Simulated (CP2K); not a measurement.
Consider methanol dimer at its PBE geometry (Å).

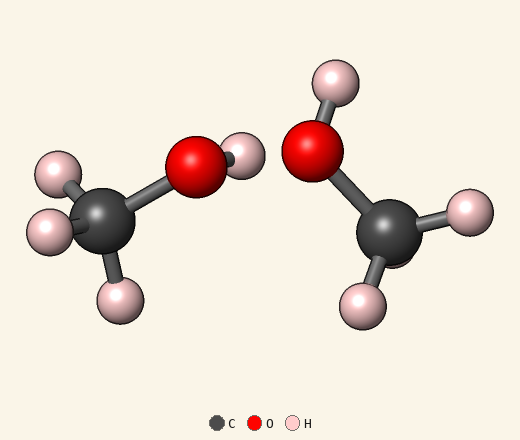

The molecule (carbon dark grey, oxygen red, hydrogen pink).

```xyz
12

C     0.8875   -0.7216   -1.7185
O     1.1297    0.1165   -0.5703
C    -1.3881    0.6729    1.5674
O    -0.3037   -0.2393    1.7531
H     1.5465   -1.6027   -1.7249
H     1.0121   -0.1595   -2.6563
H    -0.1508   -1.0606   -1.6425
H     2.0583    0.3991   -0.5783
H    -1.9921    0.4276    0.6749
H    -1.0428    1.7175    1.4758
H    -2.0370    0.6005    2.4497
H     0.2804   -0.1503    0.9698
```

Method: CP2K XAS_TDP, all-electron GAPW, PBEh(45%), aug-cc-pVDZ, TDA, GW2X-corrected core level, no relativity.

Q: Predict the bright core excitations at the O K edge.

Leading lines: O2 535.83 eV and O4 536.31 eV. The leading line of an atom is its first one with 35 % of the strongest within 2.5 eV of its lowest line over the strength cut. Core ionisation energies at this level: O2 539.31 and O4 537.51 eV.

The first six lines of each atom with a strength over 0.0015:

```tsv
atom	energy (eV)	states	strength, one atom	above the computed threshold
O2 (bonded to C and H, takes 1 H bond)	535.83	1	0.0151	
	537.35	1	0.0249	
	538.12	1	0.0090	
	538.41	1	0.0028	
	538.66	1	0.0063	
	538.95	1	0.0052	
O4 (bonded to C and H, gives 1 H bond)	535.67	1	0.0024	
	536.31	1	0.0115	
	536.61	1	0.0026	
	537.16	1	0.0046	
	537.34	1	0.0042	
	537.91	1	0.0060	yes
```

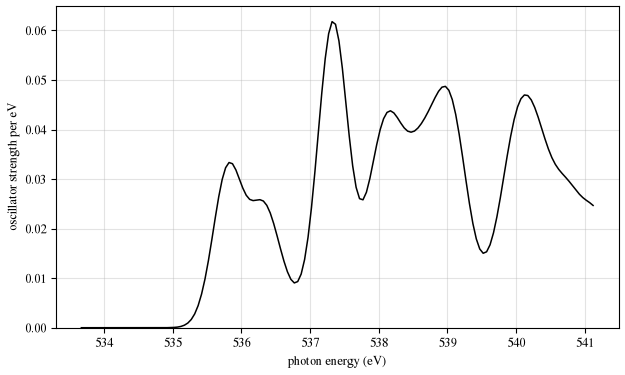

All atoms added, broadened by 0.5 eV.

Lines are vertical, at one geometry, with no vibrational structure. GW2X ionisation energies and lines can be off by 1 to 2 eV either way, and a good line position may hide errors that cancel. These values hold no scalar relativity, about 0.4 eV for O 1s. Rydberg lines, and the discretised continuum above threshold, depend on the basis and the box. This is one low-energy arrangement of the cluster, relaxed without a dispersion correction; others exist.

[Banner, clock and machine lines of the logs are left out without a mark of their own.]

[Logs are printed without paths, hosts, clocks, repeated set-up lines and the standing remarks that a program may print on its own settings, such as how far it seeks lower states.]

[Hosts, paths, dates, database ids (printed as entryN), source tags and the programs' standing remarks are cut or masked in the printed files.]
